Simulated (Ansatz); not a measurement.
Consider BaTiO3 in the cubic perovskite structure (space group Pm-3m, No. 221; a = 3.994 Å). Axes: x, y, z lie along the cube axes.

Modification: uniaxial stress, 0.5 GPa tension along z; all other stress components relax to zero.

Calculations: r2SCAN (Ansatz, a quantum-chemistry and plane-wave program; PAW; 500 eV plane waves; no spin-orbit coupling).

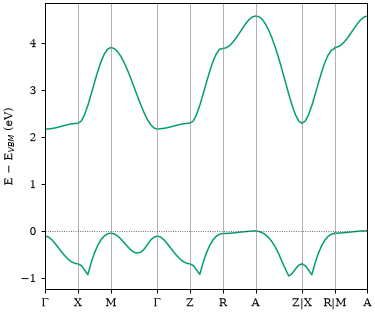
Fig. 1. Highest valence and lowest conduction band along the path of the changed cell's own zone

The gap is 2.17 eV, indirect, A → Γ; the base has 2.17 eV.

Load acts through the strain it causes; cell and atoms are relaxed under it. Stability under load was not tested beyond the relaxation. All final runs are without spin polarisation. Many cubic perovskites are stable only at high temperature; tilts and polar distortions were not tested. This is not the structure that BaTiO3 has at room temperature and ambient pressure. Labels are those of the standard path for the cell's own space group.
